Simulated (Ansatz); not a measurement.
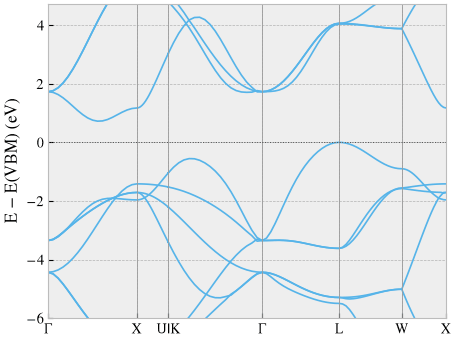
Fig. 1. Band structure from plane-wave PAW PBEsol (Ansatz code)

### Question
Read off the gap and where the band edges lie.

### Answer
About 0.7 eV (0.72 eV by a search for the band edges); maximum at L, minimum on the Γ–X line, 57 % of the way from Γ.

The material is TeO₂ (fluorite, space group No. 225).

Space group Fm-3m (fluorite). The cell is a constructed one: a structure type filled with these elements; neither database checked (COD, Materials Project) lists it. COD files the formula under space group No. 19, 61, 92, 136, so this cell is another polymorph or a model. Its standing as an ambient phase is unchecked. Symmetry was held in the PBEsol relaxation; whether a distortion lowers the energy is not shown. Scalar-relativistic: spin–orbit coupling is off unless named, which matters more the heavier the elements.

Potentials: the later of the program's two PAW sets.
